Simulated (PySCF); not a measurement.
**ZrO2: relaxation and vibrations of the singlet**

Where does singlet ZrO2 go from a linear start, is the end point a minimum, and what are its modes, charges and moments?

Program: PySCF 2.14.0. Level of theory: PBE0, basis Zr def2-TZVP with ECP28, O def2-TZVP, scalar-relativistic core potentials, no spin–orbit coupling, density fitting. These are calculated values, not measurements.

## 1. The system as given

3 atoms, charge 0, spin multiplicity 1.

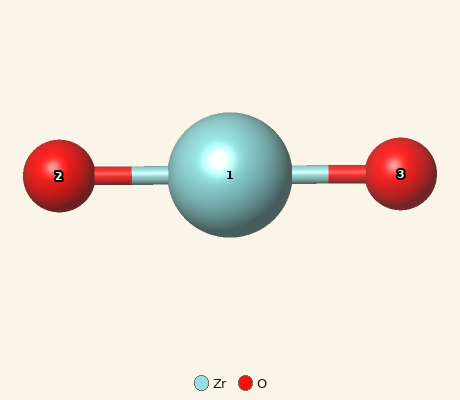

As it starts; zirconium light teal, oxygen red; atoms are numbered from 1 in the order of the file.

```xyz
3
charge 0 multiplicity 1
Zr    0.0000    0.0000    0.0000
O     0.0000    0.0000    1.8400
O     0.0000    0.0000   -1.8400
```

## 2. Relaxing the singlet from the linear start

The steps below are one call of a driver around PySCF. For each, scf.py gives the equivalent set-up of the SCF; relaxations use the driver's own optimiser. Before each start the driver seeks the lowest SCF state from one or more starting densities and follows internal instabilities, so scf.py alone need not reach the same state.

The program finds D∞h symmetry in the start, which this walk keeps. The walk stops when the largest gradient is under 0.0003 Eh/bohr and the energy has settled too.

scf.py

```python
from pyscf import gto, scf, dft
mol = gto.M(atom='''
Zr     0.000000     0.000000     0.000000
O      0.000000     0.000000     1.840000
O      0.000000     0.000000    -1.840000''',
    basis={'Zr': 'def2-TZVP', 'O': 'def2-TZVP'},
    ecp={'Zr': 'def2-TZVP'},
    charge=0, spin=0)
mf = dft.RKS(mol, xc='PBE0')
mf.grids.atom_grid = (50, 194)
aux = {'Zr': 'def2-universal-JKFIT', 'O': 'def2-universal-JKFIT'}
mf = mf.density_fit(auxbasis=aux)
mf.kernel()
```

The optimiser's trace:

```tsv
step	energy (Eh)	change (kJ/mol)	largest symmetric gradient (Eh/bohr)
0	-197.352493	0.00	0.00584
1	-197.352559	-0.17	0.00163
2	-197.352564	-0.19	0.00003
```

The walk ran for 2.5 s (4 threads, shared host).

It settles in D∞h symmetry, 0.2 kJ/mol below the start, after 2 steps: Zr–O 1.847 Å (×2); O–Zr–O 180.0°.

## 3. Vibrations and properties at this point

On the finer grid the gradient is checked again; gradients at displacements of ±0.01 bohr then give force constants and infrared intensities.

Edit scf.py of step 2 so:

```diff
@@ -4,2 +4,2 @@
-O      0.000000     0.000000     1.840000
-O      0.000000     0.000000    -1.840000''',
+O     -0.000000     0.000000     1.846520
+O      0.000000    -0.000000    -1.846520''',
@@ -10 +10 @@
-mf.grids.atom_grid = (50, 194)
+mf.grids.atom_grid = (75, 302)
```

The driver hands on the density of the step before, so the log starts near convergence.

SCF at the final geometry:

```text
init E= -197.352511727114
  HOMO = -0.224980537247998  LUMO = -0.130219117101176  gap/eV = 2.57859
cycle= 1 E= -197.352511724612  delta_E= 2.5e-09  |g|= 0.000121  |ddm|= 7.75e-05
  HOMO = -0.22500735318615  LUMO = -0.130212463812643  gap/eV = 2.57950
cycle= 2 E= -197.352511704785  delta_E= 1.98e-08  |g|= 0.00034  |ddm|= 0.000218
  HOMO = -0.224988159760869  LUMO = -0.130217132678165  gap/eV = 2.57885
cycle= 3 E= -197.352511727365  delta_E= -2.26e-08  |g|= 2.45e-05  |ddm|= 0.000163
  HOMO = -0.224987673225666  LUMO = -0.130217267889473  gap/eV = 2.57883
cycle= 4 E= -197.352511727486  delta_E= -1.21e-10  |g|= 1.59e-07  |ddm|= 1.25e-05
  HOMO = -0.224987695792944  LUMO = -0.130217287521631  gap/eV = 2.57883
cycle= 5 E= -197.352511727486  delta_E= -2.27e-13  |g|= 7.89e-10  |ddm|= 1.45e-07
  HOMO = -0.224987695822808  LUMO = -0.130217287543363  gap/eV = 2.57883
Extra cycle  E= -197.352511727486  delta_E= -2.27e-13  |g|= 8.47e-10  |ddm|= 3.03e-09
converged SCF energy = -197.352511727486
```

The whole step took 7.1 s.

Geometry: D∞h; Zr–O 1.847 Å (×2); O–Zr–O 180.0°.

Harmonic modes (main isotopes):

| symmetry | ω (cm⁻¹) | IR (km/mol) |
| --- | --- | --- |
| πu | 349i | 509 |
| σu+ | 732 | 1020 |
| σg+ | 879 | 0.0 |

With 2 modes imaginary (up to 349i cm⁻¹) this point is a saddle.

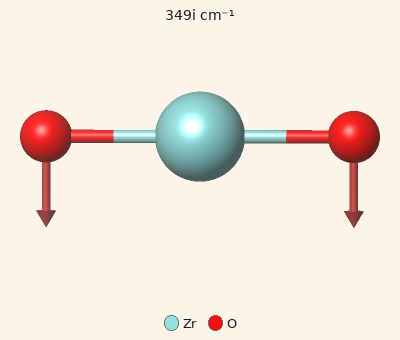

The imaginary mode, as arrows.

Properties at this point:

```
Dipole moment                                                   : 0.00 D
Highest occupied level                                          : -6.12 eV
Lowest empty level                                              : -3.54 eV
Rotational constants                                            : 0.1546 cm⁻¹
Zero-point energy (real modes)                                  : 9.6 kJ/mol
Principal polarisabilities                                      : 37.2, 37.2, 67.1 bohr³
Atomisation energy without zero-point energy                    : 1137 kJ/mol
Principal traceless quadrupole moments about the centre of mass : -31.12, 15.56, 15.56 D Å
```

Populations by atom (charges in e):

| atom | Mulliken | Löwdin | polar tensor | Mayer order to Zr1 |
| --- | --- | --- | --- | --- |
| Zr1 | 1.42 | 0.97 | 3.31 | – |
| O2,3 | -0.71 | -0.49 | -1.66 | 1.85 |

Outer orbital energies (eV). occupied: -24.06, -22.15, -9.40, -9.00, -9.00, -7.35, -7.35, -6.12; empty: -3.54, -3.40, -3.40, -0.26.

Mulliken populations on Zr1 (outside its core potential): s 2.06, p 6.40, d 1.96, f 0.15.

## 4. Downhill along the imaginary mode

The atoms are moved a little along the softest imaginary mode and relaxed again.

The program finds C2v symmetry in the start, which this walk keeps. The walk stops when the largest gradient is under 0.0003 Eh/bohr and the energy has settled too.

Edit scf.py of step 3 so:

```diff
@@ -3,3 +3,3 @@
-Zr     0.000000     0.000000     0.000000
-O     -0.000000     0.000000     1.846520
-O      0.000000    -0.000000    -1.846520''',
+Zr     0.008395    -0.041865     0.000000
+O     -0.023593     0.117658     1.846520
+O     -0.023593     0.117658    -1.846520''',
@@ -10 +10 @@
-mf.grids.atom_grid = (75, 302)
+mf.grids.atom_grid = (50, 194)
```

Energy and gradient, step by step:

```tsv
step	energy (Eh)	change (kJ/mol)	largest symmetric gradient (Eh/bohr)
0	-197.357231	0.00	0.02751
1	-197.370419	-34.62	0.04380
2	-197.392652	-93.00	0.04778
3	-197.408245	-133.94	0.08161
4	-197.425886	-180.25	0.04734
5	-197.437117	-209.74	0.02618
6	-197.438611	-213.66	0.00661
7	-197.438662	-213.80	0.00021
8	-197.438662	-213.80	0.00001
```

The walk took 7.9 s.

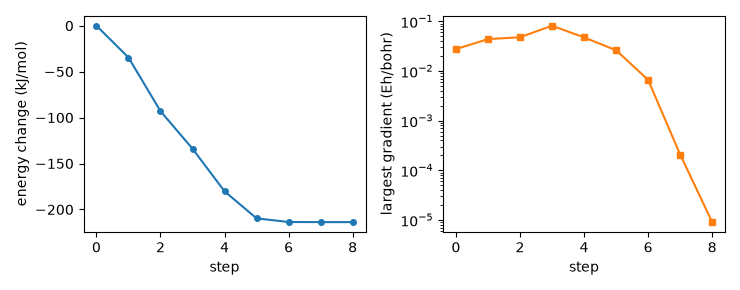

How energy and gradient fall.

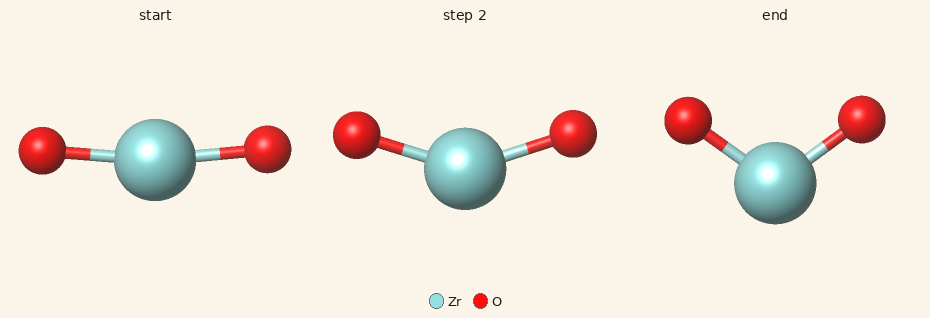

Start and end of the relaxation, with a step between.

After 8 steps and 213.8 kJ/mol it ends at C2v: Zr–O 1.762 Å (×2); O–Zr–O 108.0°.

## 5. Frequencies

As before: finer grid, then central differences.

Edit scf.py of step 4 so:

```diff
@@ -3,3 +3,3 @@
-Zr     0.008395    -0.041865     0.000000
-O     -0.023593     0.117658     1.846520
-O     -0.023593     0.117658    -1.846520''',
+Zr     0.053485    -0.266731    -0.000000
+O     -0.150190     0.748997     1.424931
+O     -0.150190     0.748997    -1.424931''',
@@ -10 +10 @@
-mf.grids.atom_grid = (50, 194)
+mf.grids.atom_grid = (75, 302)
```

Log of the central SCF (cycles and frontier levels):

```text
init E= -197.43862601865
  HOMO = -0.248356098093002  LUMO = -0.106588960127194  gap/eV = 3.85768
cycle= 1 E= -197.438626018263  delta_E= 3.88e-10  |g|= 4.75e-05  |ddm|= 3.17e-05
  HOMO = -0.248367120703783  LUMO = -0.106584805037492  gap/eV = 3.85809
cycle= 2 E= -197.438626014326  delta_E= 3.94e-09  |g|= 0.00015  |ddm|= 9.06e-05
  HOMO = -0.248358968562542  LUMO = -0.106587805774137  gap/eV = 3.85779
cycle= 3 E= -197.43862601871  delta_E= -4.38e-09  |g|= 3.37e-06  |ddm|= 6.82e-05
  HOMO = -0.248358851927239  LUMO = -0.106587833289414  gap/eV = 3.85779
cycle= 4 E= -197.438626018713  delta_E= -2.44e-12  |g|= 1.06e-06  |ddm|= 2.17e-06
  HOMO = -0.248358806795864  LUMO = -0.10658788919223  gap/eV = 3.85778
Extra cycle  E= -197.43862601871  delta_E= 2.73e-12  |g|= 3.25e-06  |ddm|= 2.03e-06
converged SCF energy = -197.43862601871
```

The whole step took 9.9 s.

Geometry: C2v; Zr–O 1.762 Å (×2); O–Zr–O 108.0°.

Modes, for the most abundant isotopes:

```csv
symmetry,ω (cm⁻¹),IR (km/mol),type
a1,310,10.3,bend
b2,889,377,stretch
a1,962,59.2,stretch
```

Every mode is real; the point is a minimum.

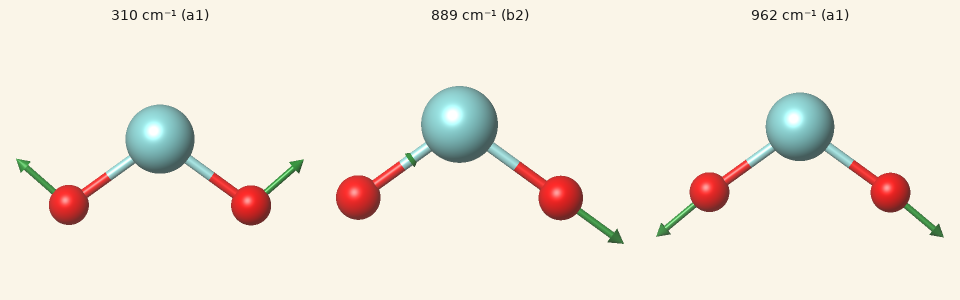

Displacements of 3 of the modes, as arrows (one member where a mode is degenerate).

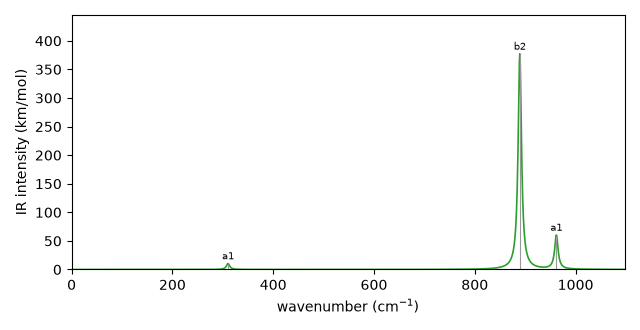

The harmonic infrared spectrum (widths in cm⁻¹). Lines are broadened to a width of 8 cm⁻¹ (Lorentzian).

Properties at this point:

| Quantity | Value |
| --- | --- |
| Dipole moment | 7.92 D |
| Highest occupied level | -6.76 eV |
| Lowest empty level | -2.90 eV |
| Rotational constants | 0.6657, 0.2595, 0.1867 cm⁻¹ |
| Zero-point energy | 12.9 kJ/mol |
| Principal polarisabilities | 22.5, 34.5, 51.7 bohr³ |
| Atomisation energy without zero-point energy | 1364 kJ/mol |
| Principal traceless quadrupole moments about the centre of mass | -14.98, 4.19, 10.80 D Å |
| Entropy at 298.15 K and 1 bar | 267.8 J/(mol K) |
| Heat capacity Cp at 298.15 K | 44.1 J/(mol K) |
| Enthalpy at 298.15 K above 0 K | 11.24 kJ/mol |
| Rotational symmetry number | 2 |

Populations by atom (charges in e):

```tsv
atom	Mulliken	Löwdin	polar tensor	Mayer order to Zr1
Zr1	1.25	0.75	1.94	–
O2,3	-0.63	-0.37	-0.97	2.03
```

Mulliken populations on Zr1 (outside its core potential): s 2.08, p 6.13, d 2.42, f 0.11.

## 6. Stability of the closed shell

At the lowest minimum the closed shell is tested against spin polarisation, on the (50, 194) grid. It is stable.

## 7. The points found, side by side

| spin | group | bonds | imaginary modes (cm⁻¹) | ΔE (kJ/mol) | with zero-point energy |
| --- | --- | --- | --- | --- | --- |
| singlet | C2v | Zr–O 1.762 Å (×2) | none | 0.0 | 0.0 |
| singlet | D∞h | Zr–O 1.847 Å (×2) | 349i, 349i | 226.1 | – |

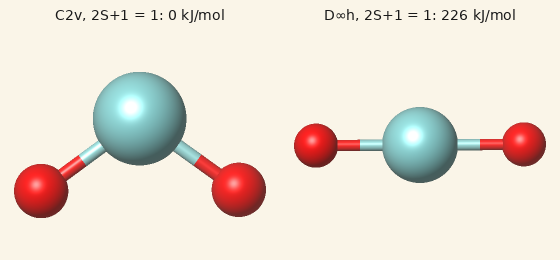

The points, lowest first (zirconium light teal, oxygen red).

## 8. What came out

```
                                 quantity                             value
                                  minimum                      singlet, C2v
                                 geometry  Zr–O 1.762 Å (×2); O–Zr–O 108.0°
                       wavenumbers (cm⁻¹)      310 (a1), 889 (b2), 962 (a1)
                            dipole moment                            7.92 D
     highest occupied, lowest empty level                   -6.76, -2.90 eV
               polar-tensor charge of Zr1                           +1.94 e
                        zero-point energy                       12.9 kJ/mol
                      entropy at 298.15 K                   267.8 J/(mol K)
atomisation energy (no zero-point energy)                       1364 kJ/mol
```

**Reading.** The linear start (D∞h) ends in a minimum of C2v symmetry, after a stop at a second-order saddle point 226.1 kJ/mol higher, from which it was pushed off along an imaginary mode. In the infrared the band at 889 cm⁻¹ (b2, stretch) leads. With 7.9 D the molecule is strongly polar. Only this shape and spin were tried, so other structures or states may lie lower.

The search up to here ran for 31 s (4 threads, shared host).
